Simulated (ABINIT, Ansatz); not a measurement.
**SrSiS3 (Pm-3m): zone-centre phonons**

Aim: the zone-centre modes of SrSiS3 (Pm-3m).

Program: ABINIT 10.8.3. Level of theory: DFT PBEsol, scalar-relativistic, plane waves, PseudoDojo norm-conserving pseudopotentials. Results are calculated unless marked as measured.

The structure was built from a prototype and need not be the compound's stable phase.

## (1) The starting structure

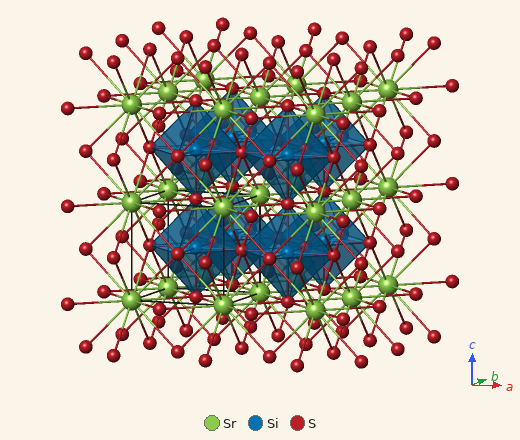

The starting structure, seen slightly off an axis (strontium green, silicon blue, sulfur red). 2×2×2 cells are drawn. Some periodic images of atoms are drawn too.

## (2) Relaxing the cell and atoms

The harmonic expansion needs vanishing forces, and a free crystal bears no stress, so cell and atoms are brought to rest. Stress is more sensitive to the basis than forces are: the last 3 Ha under the cutoff are smoothed with ecutsm, and the cutoff is raised above that of the later runs.

The starting cell comes from a relaxation made beforehand in Ansatz (PBEsol, PseudoDojo NC).

relax.abi reads:

```
# relaxation
ionmov 2
optcell 2
dilatmx 1.08
ntime 40
tolmxf 1.0d-05
tolvrs 1.0d-14
prtwf 0
prtden 0
chksymtnons 0

# basis, mesh and filling
ecut 35.0
ecutsm 3.0
ngkpt 8 8 8
nshiftk 1
shiftk 0.0 0.0 0.0
istwfk *1
occopt 3
tsmear 0.01
nband 24
nstep 100
diemac 1000000.0
prtebands 0
prtgsr 0
useylm 1

# cell and atoms
acell 8.717987763 8.717987763 8.717987763
rprim 
    1.0 0.0 0.0
    0.0 1.0 0.0
    0.0 0.0 1.0
ntypat 3
znucl 38 14 16
natom 5
typat 1 2 3 3 3
xred 
    0.0 0.0 0.0
    0.5 0.5 0.5
    0.5 0.5 0.0
    0.5 0.0 0.5
    0.0 0.5 0.5
pp_dirpath "./pseudo"
pseudos "Sr.upf, Si.upf, S.upf"
```

Command:

```console
> OMP_NUM_THREADS=1 mpirun -n 4 abinit relax.abi > relax.log
```

Numbers of over 12 decimals in the logs are rounded to 6 here.

relax.abo, the main output file:

```text
[banners, grids, parts of the stress and lines that vanish by symmetry left out]
- input  file    -> relax.abi
- output file    -> relax.abo
- root for input  files -> relaxi
[...]
Symmetries : space group Pm -3 m (#221); Bravais cP (primitive cubic)
[...]
mpw =        8289          nfft =      157464          nkpt =          35
[...]
== DATASET  1 ==================================================================
[...]
cutoff_energies: {ecut:  35.0, pawecutdg:  -1.0, }
[...]
ETOT  1  -71.618124945511    -7.162E+01 3.788E-02 1.761E+02
 ETOT  2  -71.664298221806    -4.617E-02 9.301E-03 3.953E+01
 ETOT  3  -71.670336824609    -6.039E-03 4.370E-03 2.567E-01
 ETOT  4  -71.670355601188    -1.878E-05 2.085E-03 9.954E-03
 ETOT  5  -71.670356128512    -5.273E-07 2.644E-03 3.962E-04
[...]
At SCF step   11       vres2   =  7.77E-15 < tolvrs=  1.00E-14 =>converged.
[...]
sigma(1 1)= -1.72550799E-05  sigma(3 2)=  0.00000000E+00
  sigma(2 2)= -1.72550799E-05  sigma(3 1)=  0.00000000E+00
  sigma(3 3)= -1.72550799E-05  sigma(2 1)=  0.00000000E+00
[...]
convergence: {deltae: -2.316E-12, res2:  7.767E-15, residm:  3.536E-04, diffor: null, }
etotal    :  -7.16703561E+01
[...]
ETOT  1  -71.670369072361    -7.167E+01 2.614E-04 3.213E-02
[...]
At SCF step    9       vres2   =  9.62E-15 < tolvrs=  1.00E-14 =>converged.
[...]
sigma(1 1)= -1.32560102E-05  sigma(3 2)=  0.00000000E+00
  sigma(2 2)= -1.32560102E-05  sigma(3 1)=  0.00000000E+00
  sigma(3 3)= -1.32560102E-05  sigma(2 1)=  0.00000000E+00
[...]
convergence: {deltae:  1.435E-12, res2:  9.624E-15, residm:  3.766E-05, diffor: null, }
etotal    :  -7.16703718E+01
[...]
ETOT  1  -71.670363645196    -7.167E+01 2.465E-05 3.586E-01
[...]
At SCF step   10       vres2   =  6.88E-15 < tolvrs=  1.00E-14 =>converged.
[...]
sigma(1 1)= -1.25450870E-07  sigma(3 2)=  0.00000000E+00
  sigma(2 2)= -1.25450870E-07  sigma(3 1)=  0.00000000E+00
  sigma(3 3)= -1.25450870E-07  sigma(2 1)=  0.00000000E+00
[...]
convergence: {deltae: -1.805E-12, res2:  6.884E-15, residm:  5.323E-06, diffor: null, }
etotal    :  -7.16703948E+01
[...]
ETOT  1  -71.670394776294    -7.167E+01 3.826E-06 3.300E-05
[...]
ETOT  7  -71.670394779163    -1.435E-12 6.828E-07 2.754E-14
 ETOT  8  -71.670394779162     1.293E-12 1.014E-06 4.605E-16
 At SCF step    8       vres2   =  4.60E-16 < tolvrs=  1.00E-14 =>converged.
[...]
sigma(1 1)= -9.29116786E-10  sigma(3 2)=  0.00000000E+00
  sigma(2 2)= -9.29116787E-10  sigma(3 1)=  0.00000000E+00
  sigma(3 3)= -9.29116788E-10  sigma(2 1)=  0.00000000E+00
[...]
convergence: {deltae:  1.293E-12, res2:  4.605E-16, residm:  1.014E-06, diffor: null, }
etotal    :  -7.16703948E+01
[...]
At Broyd/MD step   4, gradients are converged :
[...]
sigma(1 1)= -9.29116786E-10  sigma(3 2)=  0.00000000E+00
  sigma(2 2)= -9.29116787E-10  sigma(3 1)=  0.00000000E+00
  sigma(3 3)= -9.29116788E-10  sigma(2 1)=  0.00000000E+00
[...]
- sigma(1 1)= -2.73355596E-05  sigma(3 2)=  0.00000000E+00
- sigma(2 2)= -2.73355596E-05  sigma(3 1)=  0.00000000E+00
- sigma(3 3)= -2.73355597E-05  sigma(2 1)=  0.00000000E+00
[...]
fcart     -0.0000000000E+00 -0.0000000000E+00 -0.0000000000E+00
           strten     -9.2911678611E-10 -9.2911678655E-10 -9.2911678828E-10
================================================================================

[key lines of the parts left out:]
pressure_GPa:   2.7336E-05
Total energy (etotal) [Ha]= -7.16703947791622E+01
```

Run time: 3.2 min. Hardware: 4 MPI ranks of Intel Xeon 6975P-C (Granite Rapids), shared host.

The steps of the relaxation:

```tsv
step	energy less that of the first step (eV)	largest force (eV/Å)	volume (Å³)
1	0.0000	0.0000	98.19
2	-0.0004	0.0000	98.34
3	-0.0011	0.0000	98.85
4	-0.0011	0.0000	98.85
```

```tsv
conventional cell, symmetrised	before	after	change
a (Å)	4.613	4.624	+0.2 %
b (Å)	4.613	4.624	+0.2 %
c (Å)	4.613	4.624	+0.2 %
volume (Å³/atom)	19.64	19.77	+0.7 %
```

Numbers from this step:

| Quantity | Value |
| --- | --- |
| volume per atom | 19.77 Å³ |
| pressure | 2.73e-5 GPa |
| gap on the k-mesh | 0 eV |

The volume changes by +0.7 % from the cell with which this run began.

## (3) Self-consistent run for the response

First-order wavefunctions inherit every error of the ground state, hence the very tight tolvrs. Occupations are smeared.

gs.abi reads:

```
# ground state
tolvrs 1.0d-16
prtden 1
prtwf 1

# basis, mesh and filling
ecut 28.0
ngkpt 8 8 8
nshiftk 1
shiftk 0.0 0.0 0.0
istwfk *1
occopt 3
tsmear 0.01
nband 24
nstep 100
diemac 1000000.0
prtebands 0
prtgsr 0
useylm 1

# cell and atoms
acell 8.737705296 8.737705296 8.737705296
rprim 
    1.0 0.0 0.0
    0.0 1.0 0.0
    0.0 0.0 1.0
ntypat 3
znucl 38 14 16
natom 5
typat 1 2 3 3 3
xred 
    0.0 0.0 0.0
    0.5 0.5 0.5
    0.5 0.5 0.0
    0.5 0.0 0.5
    0.0 0.5 0.5
pp_dirpath "./pseudo"
pseudos "Sr.upf, Si.upf, S.upf"
```

Command:

```console
> OMP_NUM_THREADS=1 mpirun -n 4 abinit gs.abi > gs.log
```

gs.abo, the main output file:

```text
[banners, grids, parts of the stress and lines that vanish by symmetry left out]
- input  file    -> gs.abi
- output file    -> gs.abo
- root for input  files -> gsi
[...]
Symmetries : space group Pm -3 m (#221); Bravais cP (primitive cubic)
[...]
mpw =        4761          nfft =       91125          nkpt =          35
[...]
== DATASET  1 ==================================================================
[...]
cutoff_energies: {ecut:  28.0, pawecutdg:  -1.0, }
[...]
ETOT  1  -71.621397757461    -7.162E+01 3.442E-02 1.035E+02
 ETOT  2  -71.663946735147    -4.255E-02 5.234E-03 2.308E+01
 ETOT  3  -71.670033259269    -6.087E-03 2.744E-03 1.338E-01
 ETOT  4  -71.670051207713    -1.795E-05 1.827E-03 5.649E-03
 ETOT  5  -71.670051683186    -4.755E-07 1.189E-03 1.383E-04
[...]
ETOT 11  -71.670051694700     8.527E-13 7.007E-04 1.307E-15
 ETOT 12  -71.670051694702    -1.990E-12 3.003E-04 5.482E-17
 At SCF step   12       vres2   =  5.48E-17 < tolvrs=  1.00E-16 =>converged.
[...]
sigma(1 1)=  5.44164768E-06  sigma(3 2)=  0.00000000E+00
  sigma(2 2)=  5.44164768E-06  sigma(3 1)=  0.00000000E+00
  sigma(3 3)=  5.44164768E-06  sigma(2 1)=  0.00000000E+00
[...]
convergence: {deltae: -1.990E-12, res2:  5.482E-17, residm:  3.003E-04, diffor: null, }
etotal    :  -7.16700517E+01
[...]
sigma(1 1)=  5.44164768E-06  sigma(3 2)=  0.00000000E+00
  sigma(2 2)=  5.44164768E-06  sigma(3 1)=  0.00000000E+00
  sigma(3 3)=  5.44164768E-06  sigma(2 1)=  0.00000000E+00
[...]
- sigma(1 1)=  1.60098802E-01  sigma(3 2)=  0.00000000E+00
- sigma(2 2)=  1.60098802E-01  sigma(3 1)=  0.00000000E+00
- sigma(3 3)=  1.60098802E-01  sigma(2 1)=  0.00000000E+00
[...]
fcart     -0.0000000000E+00 -0.0000000000E+00 -0.0000000000E+00
           strten      5.4416476791E-06  5.4416476791E-06  5.4416476791E-06
================================================================================

[key lines of the parts left out:]
pressure_GPa:  -1.6010E-01
```

Wall time 32 s (4 MPI ranks); 2.1 min of CPU time.

This step gave:

* pressure: -0.1601 GPa

The cell stands at -0.16 GPa: the relaxation ran with a smoothed and higher cutoff, and the difference is a stress of the finite basis.

[end of part 1 of 5]

[Host names and launcher messages were left out of these logs when they were recorded.]

[Logs are printed without paths, hosts, clocks, repeated set-up lines and the standing remarks that a program may print on its own settings, such as how far it seeks lower states.]

[Hosts, paths, dates, database ids (printed as entryN), source tags and the programs' standing remarks are cut or masked in the printed files.]
